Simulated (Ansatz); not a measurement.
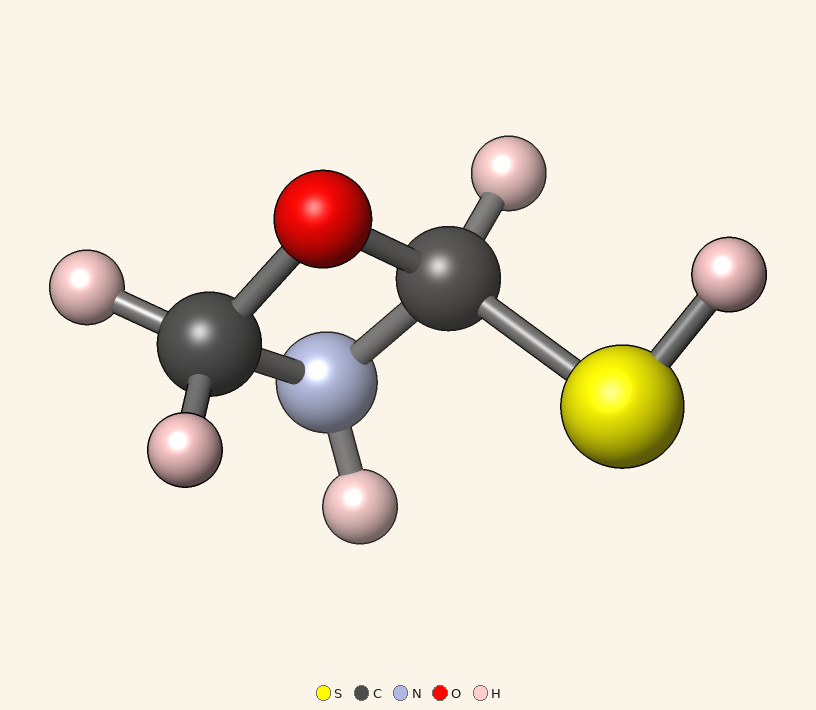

Computed geometry: PBE-D4/def2-SVP optimisation. No frequency run is at hand to confirm it as a minimum.

Draw it as a skeletal formula.

SMILES: S[C@H]1NCO1

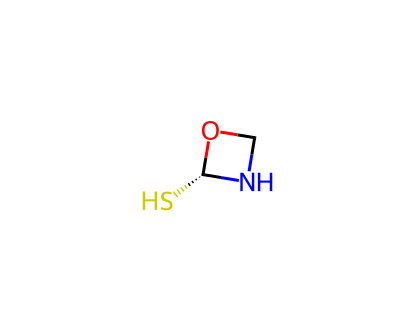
